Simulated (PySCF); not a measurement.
Zn(Cl)(Br), BrClZn, SMILES [Cl][Zn][Br] at its PBE0/def2-SVP optimised geometry (Å):

```
3

Zn     0.0633     0.0009     0.0000
Cl     2.1635     0.0009     0.0000
Br    -2.1635    -0.0009    -0.0001
```

Level of theory: PBE0/def2-TZVP (PySCF 2.14.0). Cells within 0.4 Å of a nucleus heavier than hydrogen are left out (blank, or x).

Map of the log10 of the electron density (e/bohr³), floored at −4 on the plane z = 0.0 Å:

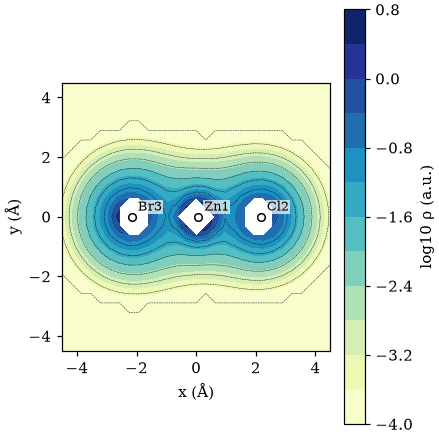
*Log10 of the electron density (e/bohr³), floored at −4 on the plane z = 0.0 Å.*
